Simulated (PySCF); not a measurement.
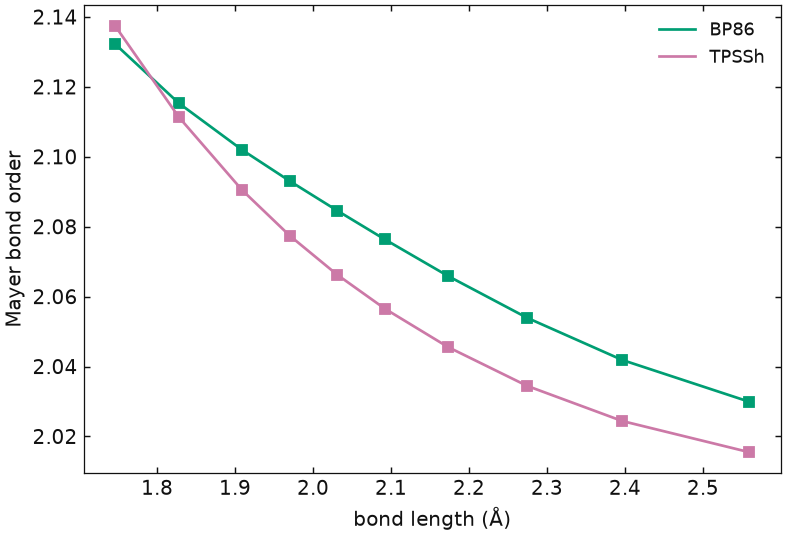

Bond curves of SeS, triplet (excess alpha electrons: πx +1, πy +1), def2-TZVPP (non-relativistic), PySCF 2.14.0: Mayer bond order. One reference determinant with the occupation held, the lowest that a PBE0 search over spins and occupations found; no spin-orbit coupling. Straight lines join the computed points. References: UKS for BP86 and TPSSh.

Order the curves at 2.17 Å, where they differ most.

Answer. TPSSh 2.05, BP86 2.07 , from lowest to highest.

Give the values at the computed points.

Answer.
```tsv
bond length (Å)	BP86	TPSSh
1.75	2.13	2.14
1.83	2.12	2.11
1.91	2.10	2.09
1.97	2.09	2.08
2.03	2.08	2.07
2.09	2.08	2.06
2.17	2.07	2.05
2.27	2.05	2.03
2.40	2.04	2.02
2.56	2.03	2.02
```

Limits of at least one run: lowest determinant of a PBE0 search, another state may lie lower; no scalar relativity; spin-orbit coupling is left out; it can lower the fragment Se more than the molecule, and De with it.
